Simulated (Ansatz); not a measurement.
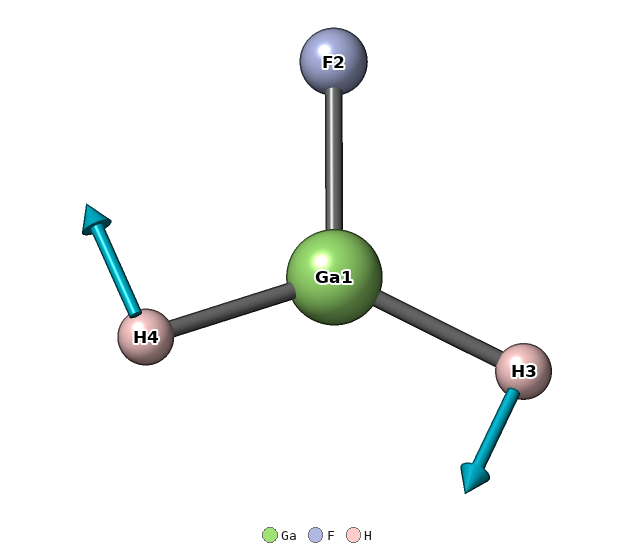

The arrows show one normal mode. Harmonic vibrations computed with RKS PBE0-D4/def2-TZVP (Ansatz 0.2.0) at a stationary point of the same level.

**What kind of motion is it?**

Mostly F–Ga–H bending.

**At what wavenumber does it lie?**

520 cm⁻¹; it is mode 1 of 6 counted from the lowest.
